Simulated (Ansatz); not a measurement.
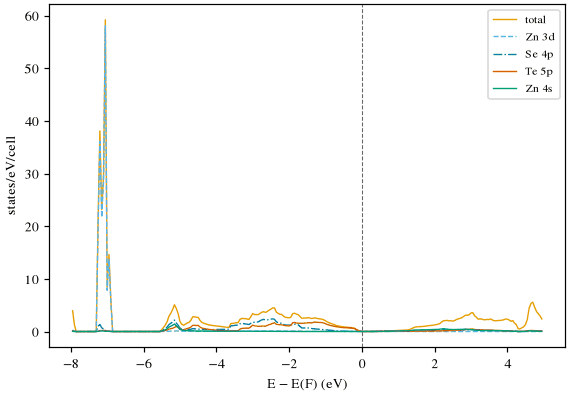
Figure: Total and projected density of states of ZnCdTeSe in space group R3m (No. 160; Zn on 3a, Cd on 3a, Te on 3a, Se on 3a), PBEsol (plane waves, PAW; program Ansatz)

Problem. Which orbitals carry the states next to the Fermi level?

Solution. Within 0.5 eV of the Fermi level: Te 5p 84 %, Se 4p 6 %. Projections are on Löwdin-orthogonalised atomic valence shells; empty p or d shells of many metals are not among them.

Problem. Where is the tallest occupied peak in this window, and what makes it?

Solution. Near -7.0 eV, about 59 states/eV per cell; the largest projected share is Zn 3d.

The workflow started from a Materials Project entry (that database holds measured and hypothetical structures alike); the Crystallography Open Database copy checked does not list it. Whether it is the stable phase at ambient conditions was not checked. Symmetry was held in the PBEsol relaxation; whether a distortion lowers the energy is not shown. Spin–orbit coupling is left out wherever it is not named.

Potentials: the later of the program's two PAW sets.
